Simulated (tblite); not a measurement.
C5H8F2SSi: geometry relaxation (part 4 of 4)

Continued. System: C5H8F2SSi. Method: GFN2-xTB geometry optimisation, gas phase (tblite 0.8.0). It belongs to a series of runs on one base structure; here: constitutional isomer.

Geometry of the input (Å):
```
C  3.3858  -0.7191  0.8662
C  2.1340  -0.5858  0.0866
C  1.1359  -0.4955  -0.5399
C  -0.1110  -0.3754  -1.3431
Si -1.3711  0.7820  -0.5827
S  -3.0945  0.8545  -1.9090
C  -1.8467  0.2483  1.0970
F  -2.3689  -1.0040  1.0736
F  -2.8216  1.0511  1.5931
H  3.6067  -1.7690  1.0628
H  3.2851  -0.2087  1.8296
H  4.2151  -0.2772  0.3272
H  0.1344  -0.0423  -2.3362
H  -0.5547  -1.3784  -1.4401
H  -0.8192  2.1772  -0.5696
H  -3.8997  1.5035  -1.0406
H  -1.0164  0.2509  1.8151
```

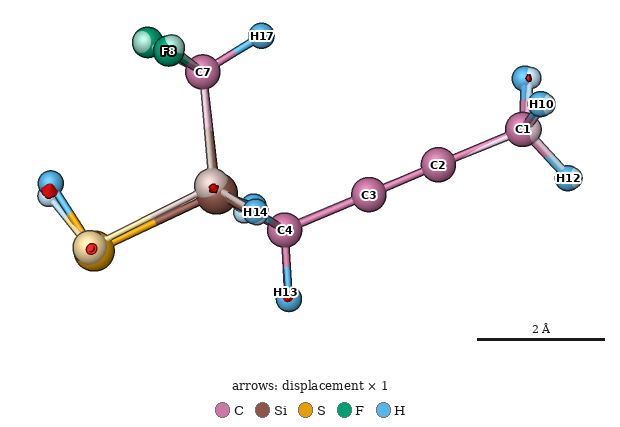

*Start (faint) and end (solid) with the displacements as red arrows, at true length (ball-and-stick view, seen at a tilt). The two geometries are laid on each other by the best rigid fit.*

The atom that moves furthest after the best rigid fit is H16 (0.36 Å). By element the largest moves are H 0.36 Å, S 0.20 Å, Si 0.16 Å, F 0.07 Å, C 0.07 Å. Among the contacts that change: Si5–C7 1.825 → 1.940 Å, C3–C4 1.488 → 1.448 Å, Si5–H15 1.500 → 1.461 Å, C1–C2 1.481 → 1.447 Å. Among the angles that change: C4–Si5–H15 109.3° → 115.1°, C7–Si5–H15 111.1° → 105.4°, S6–Si5–H15 105.4° → 110.8°. After 54 geometry steps the energy has fallen by 0.281 eV. Largest force component: 2.6 eV/Å at the start, 0.007 eV/Å at the end. (Atoms are counted from 1 in the order of the input.)

Key numbers:

```csv
quantity,value
outcome,converged
total energy,−793.9563 eV
wall time,0.81 s
peak memory,0.18 GiB
```
